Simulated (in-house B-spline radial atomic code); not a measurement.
# Hf⁶⁴⁺: excited configurations in jj coupling

Aim: the energies of several excited configurations of Hf⁶⁴⁺ above a reference configuration, each from its own self-consistent run.

The numbers are computed with in-house B-spline radial atomic code version 1 (Dirac-Hartree-Fock, average of configuration, Fermi nucleus, basis-set limit), except any that are marked as measured or tabulated.

**1. What is computed**

```
element       : hafnium (Z = 72)
charge        : +64
electrons     : 8
configuration : 1s2 2s2 2p-2 2p+2
Hamiltonian   : Dirac-Coulomb
nucleus       : Fermi, rms radius 5.347 fm
```

In configurations, a minus sign after the shell means j = l − 1/2 and a plus sign j = l + 1/2; the count of electrons follows.

Settings of the run:

```ini
Z = 72
electrons = 8.0
configuration = 1s2 2s2 2p-2 2p+2
hamiltonian = dirac
method = hf
spin_polarised = False
nucleus = fermi
rms_radius = 5.347
mass_number = 180
atomic_mass = 179.946559537
speed_of_light = 137.035999084
```

The reference is known from an earlier run: -9328.307618 hartree in all. Up to eight levels, counted from the top:

```csv
orbital,occupation,energy (eV),<r> (bohr)
1s1/2,2,-72015.1,0.01895
2s1/2,2,-16986.4,0.07770
2p1/2,2,-16625.4,0.06421
2p3/2,2,-15362.4,0.07138
```

**2. Configuration 1s2 2s1 2p-1 2p+3 5g+1**

Settings of the run:

```ini
Z = 72
electrons = 8.0
configuration = 1s2 2s1 2p-1 2p+3 5g+1
hamiltonian = dirac
method = hf
spin_polarised = False
nucleus = fermi
rms_radius = 5.347
mass_number = 180
atomic_mass = 179.946559537
speed_of_light = 137.035999084
```

**3. 1s2 2s1 2p-1 2p+3 6g-1**

The settings differ from step 2 so:

```diff
@@ -2,3 +2,3 @@
 electrons = 8.0
-configuration = 1s2 2s1 2p-1 2p+3 5g+1
+configuration = 1s2 2s1 2p-1 2p+3 6g-1
 hamiltonian = dirac
```

**4. Run with 1s2 2s1 2p-1 2p+3 6s1**

The settings differ from step 3 so:

```diff
@@ -2,3 +2,3 @@
 electrons = 8.0
-configuration = 1s2 2s1 2p-1 2p+3 6g-1
+configuration = 1s2 2s1 2p-1 2p+3 6s1
 hamiltonian = dirac
```

**5. Run with 1s2 2s2 2p-2 2p+1 4s1**

The settings differ from step 4 so:

```diff
@@ -2,3 +2,3 @@
 electrons = 8.0
-configuration = 1s2 2s1 2p-1 2p+3 6s1
+configuration = 1s2 2s2 2p-2 2p+1 4s1
 hamiltonian = dirac
```

**6. Configuration 1s2 2s2 2p+3 5f+1**

The settings differ from step 5 so:

```diff
@@ -2,3 +2,3 @@
 electrons = 8.0
-configuration = 1s2 2s2 2p-2 2p+1 4s1
+configuration = 1s2 2s2 2p+3 5f+1
 hamiltonian = dirac
```

**7. 1s2 2s2 2p-1 2p+3**

The settings differ from step 6 so:

```diff
@@ -2,3 +2,3 @@
 electrons = 8.0
-configuration = 1s2 2s2 2p+3 5f+1
+configuration = 1s2 2s2 2p-1 2p+3
 hamiltonian = dirac
```

**8. Configuration 1s2 2s2 2p+4**

The settings differ from step 7 so:

```diff
@@ -2,3 +2,3 @@
 electrons = 8.0
-configuration = 1s2 2s2 2p-1 2p+3
+configuration = 1s2 2s2 2p+4
 hamiltonian = dirac
```

Before running: How far above the reference does each configuration lie (order and size, in eV)?

As calculated:

| net move | configuration | energy above the reference (eV) | with Breit, QED, recoil (eV) | largest <r> (bohr) |
| --- | --- | --- | --- | --- |
| 2p1/2 → 2p3/2 | 1s2 2s2 2p-1 2p+3 | 1250.14 | 1233.65 | 0.0777 |
| 2×2p1/2 → 2×2p3/2 | 1s2 2s2 2p+4 | 2525.61 | 2500.80 | 0.0776 |
| 2p3/2 → 4s | 1s2 2s2 2p-2 2p+1 4s1 | 11426.4 | 11412.2 | 0.336 |
| 2×2p1/2 → 2p3/2, 5f7/2 | 1s2 2s2 2p+3 5f+1 | 15598.2 | 15549.8 | 0.481 |
| 2p1/2, 2s → 2p3/2, 5g9/2 | 1s2 2s1 2p-1 2p+3 5g+1 | 15945.5 | 15890.8 | 0.421 |
| 2p1/2, 2s → 2p3/2, 6s | 1s2 2s1 2p-1 2p+3 6s1 | 16550.9 | 16497.3 | 0.779 |
| 2p1/2, 2s → 2p3/2, 6g7/2 | 1s2 2s1 2p-1 2p+3 6g-1 | 16645.8 | 16591.0 | 0.672 |

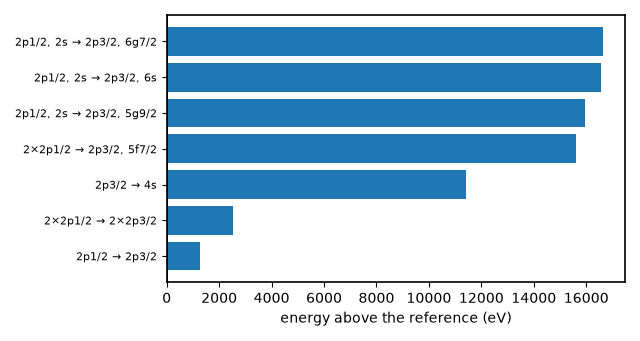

Energy of each configuration above the reference.

What this shows: At the bottom stands 2p1/2 → 2p3/2 (1250.14 eV), at the top 2p1/2, 2s → 2p3/2, 6g7/2 (16645.8 eV). Koopmans' estimate of the ionisation threshold is 15362.4 eV; 3 configurations exceed it by over 2 % and could autoionise. Two partly filled shells share a symmetry and can mix in the average, which may lower the energy, for: 2p1/2, 2s → 2p3/2, 6s. These are averages over configurations, without correlation, not spectroscopic levels.
